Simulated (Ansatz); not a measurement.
# CH5FGeO (SMILES [CH3][GeH]([OH])[F]) at wB97X/cc-pVDZ

What is the vertical ionisation energy of CH5FGeO at wB97X/cc-pVDZ? 

Program for the calculation: Ansatz 0.2.0.

129 further runs of the same task are left out: 3 that didn't finish, 126 set aside as unsound or not needed. Runs told in other sessions of the task aren't counted.

## 1. The molecule

CH5FGeO: 9 atoms, total charge 0, spin state singlet. SMILES: `[CH3][GeH]([OH])[F]`. The coordinates come from a PBE0-D4/def2-TZVP relaxation. This is one conformer, not always the lowest.

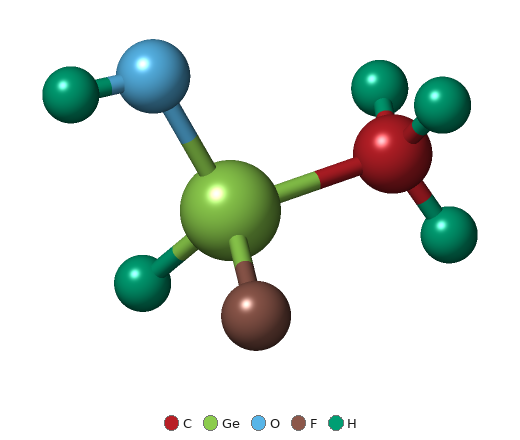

The structure, seen from a chosen angle (carbon red, germanium green, oxygen blue, fluorine brown, hydrogen teal).

## 2. The energy at wB97X/cc-pVDZ

run.yaml

```yaml
basis:
  gaussian:
    orbitals: cc-pVDZ
crystal:
  periodic: [false, false, false]
  atoms:
    - {symbol: C, position_ang: [-0.669000, 0.976900, -0.584200]}
    - {symbol: Ge, position_ang: [0.088300, -0.643700, 0.121500]}
    - {symbol: O, position_ang: [1.270000, -0.170700, 1.345500]}
    - {symbol: F, position_ang: [0.974400, -1.438600, -1.153800]}
    - {symbol: H, position_ang: [0.138900, 1.624900, -0.924600]}
    - {symbol: H, position_ang: [-1.237900, 1.493500, 0.189700]}
    - {symbol: H, position_ang: [-1.327100, 0.751300, -1.423500]}
    - {symbol: H, position_ang: [-0.865500, -1.725100, 0.656800]}
    - {symbol: H, position_ang: [1.716500, -0.914700, 1.755500]}
hamiltonian:
  xc: {name: wB97X}
output: {orbitals: {seedname: orbitals}}
accuracy: high
```

Launch:

```bash
$ ansatz run run.yaml --threads 1 --pin off --max-ram 3480MiB --events-out events.jsonl --progress --plain --runs-dir runs
```

Output:

```text
Warning: RAYON_NUM_THREADS=1 ignored (pool sized by the plan → 1); use --threads N
Functional definition: wB97X
  name "wB97X"
  parameter omega = 0.3/bohr
  parameter cx = 0.157706
  parameter cx1 = 0.726479
  parameter cx2 = 1.04760
  parameter cx3 = -5.70635
  parameter cx4 = 13.2794
  parameter css1 = -4.33879
  parameter css2 = 18.2308
  parameter css3 = -31.7430
  parameter css4 = 17.2901
  parameter cos1 = 2.37031
  parameter cos2 = -11.3995
  parameter cos3 = 6.58405
  parameter cos4 = -3.78132
  exchange = spin_sum(e_x_unif_sr(omega)*poly(b97_u_x, 1 - cx, cx1, cx2, cx3, cx4)) + cx*exact_x_sr(omega)
      + exact_x_lr(omega)
  correlation = spin_sum(e_c_pw_same_spin*poly(b97_u_same, 1, css1, css2, css3, css4))
      + integral(e_c_pw_opposite_spin*poly(b97_u_opposite, 1, cos1, cos2, cos3, cos4))
2150 factors; integrals over basis functions are off by at most 4.4e-9 eV
367 factors; integrals over basis functions are off by at most 2.2e-9 eV
mean field evaluation 1: about -62395.6181 eV, gradient 5.7e1 eV
mean field evaluation 2: about -62395.4352 eV, gradient 6.1e1 eV
mean field evaluation 4: about -62401.5418 eV, gradient 1.5e0 eV
mean field evaluation 8: about -62401.6452 eV, gradient 3.2e-2 eV
mean field evaluation 16: about -62401.6452 eV, gradient 8.9e-6 eV
mean field -62401.64521755 eV, -2293.2181643907 hartree, gradient 3.9e-8 eV, S^2 0.000000; 0 other end points of the search recorded, 0 dependent functions left out
reference -62401.64521454 eV, -2293.2181642802 hartree; 30, 30 occupied and 64, 64 virtual orbitals, 2150 factors
Total energy: -62401.64521454 eV, -2293.2181642802 hartree
```

It took 54 s on 1 thread of Arm Neoverse N1, shared host; peak memory 0.58 GiB.

## 3. The doublet cation

in.yaml

```yaml
crystal:
  periodic: [false, false, false]
  atoms:
    - {symbol: C, position_ang: [-0.669000, 0.976900, -0.584200]}
    - {symbol: Ge, position_ang: [0.088300, -0.643700, 0.121500]}
    - {symbol: O, position_ang: [1.270000, -0.170700, 1.345500]}
    - {symbol: F, position_ang: [0.974400, -1.438600, -1.153800]}
    - {symbol: H, position_ang: [0.138900, 1.624900, -0.924600]}
    - {symbol: H, position_ang: [-1.237900, 1.493500, 0.189700]}
    - {symbol: H, position_ang: [-1.327100, 0.751300, -1.423500]}
    - {symbol: H, position_ang: [-0.865500, -1.725100, 0.656800]}
    - {symbol: H, position_ang: [1.716500, -0.914700, 1.755500]}
basis:
  gaussian: {orbitals: cc-pVDZ}
hamiltonian: {xc: {name: wB97X}}
total_charge: 1
output: {orbitals: {seedname: orbitals}}
accuracy: high
magnetization: {spin_polarized: true, initial_magnetization: 1}
```

Launch:

```bash
$ ansatz run in.yaml --threads 1 --pin off --max-ram 3480MiB --events-out events.jsonl --progress --plain --runs-dir runs
```

Output, shortened:

```text
Warning: RAYON_NUM_THREADS=1 ignored (pool sized by the plan → 1); use --threads N
[... 2 set-up lines as earlier in the session ...]
[...]
      + exact_x_lr(omega)
[...]
      + integral(e_c_pw_opposite_spin*poly(b97_u_opposite, 1, cos1, cos2, cos3, cos4))
2147 factors; integrals over basis functions are off by at most 4.4e-9 eV
367 factors; integrals over basis functions are off by at most 2.2e-9 eV
[...]
mean field -62390.29590184 eV, -2292.8010847313 hartree, gradient 8.4e-8 eV, S^2 0.761512; 4 other end points of the search recorded, 0 dependent functions left out
reference -62390.29589897 eV, -2292.8010846255 hartree; 30, 29 occupied and 64, 65 virtual orbitals, 2147 factors
Total energy: -62390.29589897 eV, -2292.8010846255 hartree
```

It took 4.2 min on 1 thread of Arm Neoverse N1, shared host; peak memory 0.98 GiB.

## 4. Outcome

Level: wB97X/cc-pVDZ.

```
                                          quantity           value
                     singlet CH5FGeO: total energy  -2293.21816 Eh
                      singlet CH5FGeO: HOMO energy       -11.12 eV
                      singlet CH5FGeO: LUMO energy         3.42 eV
                    singlet CH5FGeO: HOMO–LUMO gap        14.53 eV
                      doublet cation: total energy  -2292.80108 Eh
doublet cation: HOMO energy (highest over α and β)       -17.47 eV
 doublet cation: LUMO energy (lowest over α and β)       -11.56 eV
                              doublet cation: ⟨S²⟩           0.762
vertical ionisation energy (to the doublet cation)       11.349 eV
```

Removing an electron at fixed nuclei costs 11.35 eV (1095 kJ/mol). −ε(HOMO) before ionisation, 11.12 eV, is 0.23 eV below this ionisation energy.
